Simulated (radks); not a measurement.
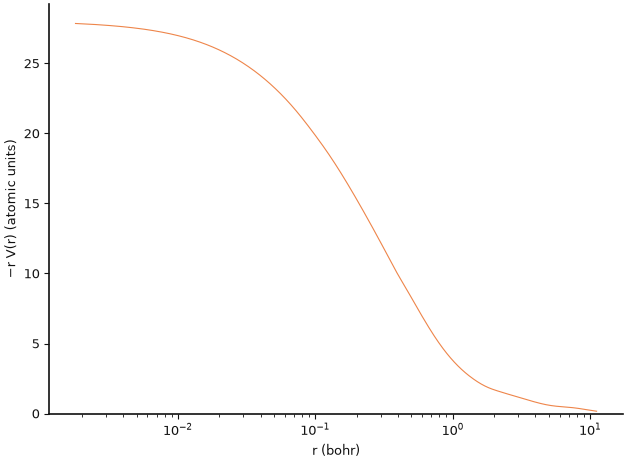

The plot shows the screened charge −r V(r) of the Kohn-Sham potential of spin up for an atom or ion. All numbers are computed, not measured: non-relativistic Kohn-Sham, PBE, spin-polarised, spherical densities, point nucleus (the in-house radial solver radks).

### Estimate the nuclear charge and the net charge, and name the species.

The curve was computed for Ni (Z = 28) in [Ar] 3d7 4s1 4p2 (high spin). Close to the nucleus it reaches 27.8, near the nuclear charge 28. It falls through 14, midway between the nuclear and the ionic charge, at r = 0.24 bohr, and stands at 0.17 at the end of the plot (r = 11 bohr); the net charge is 0. The exact potential would level off one unit above the net charge. The configuration can't be read off this curve.
